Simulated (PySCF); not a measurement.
Consider GeCl (doublet).

```tsv
atom	x (Å)	y (Å)	z (Å)
Ge	0.0000	0.0000	-0.7078
Cl	0.0000	0.0000	1.4962
```

All numbers below come from PBE0/pcseg-1, non-relativistic, at a bond length of 2.204 Å (PySCF).

### Predict the electron density, electron localisation function and spin density between the atoms.

Ge–Cl (2.20 Å): ρ at the midpoint is about 0.65 e/Å³; the ELF peaks at about 0.80 in the valence shell of Cl, 0.8 Å from its nucleus, and is about 0.60 at the midpoint.
The unpaired spin (1 electron) lies mostly on Ge1 (about 0.9) and Cl2 (about 0.1), in electrons by Hirshfeld's partition.

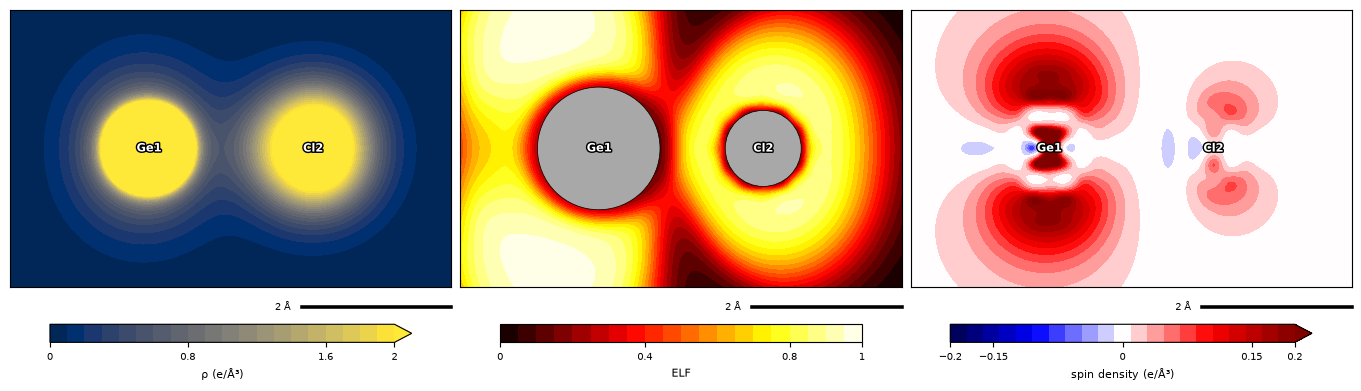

Computed electron density, electron localisation function and spin density on a plane that holds the molecular axis, in this order. Grey discs cover the atomic cores in the ELF map. 
